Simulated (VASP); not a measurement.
Energy against volume of SrCl₂ (fluorite). Method: PW91 GGA, VASP's PBE PAW potentials (set 64) (plane waves; VASP).

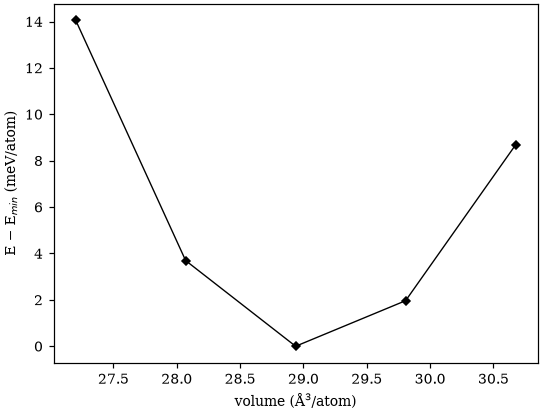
*Energy against volume*

Q: Estimate the equilibrium volume and the bulk modulus.

A: The minimum lies near 29.0 Å³/atom, and the curvature gives B0 of about 34 GPa.

Measured: a 6.974 Å (computed value off by +0.9 %), as given by Kanchana et al., Calculated structural, elastic and electronic properties of SrCl2 (2010). The calculation is for a static lattice, while the measured a holds thermal and zero-point effects, which are part of the difference.

The compound is SrCl2 in the fluorite structure. It was relaxed first.
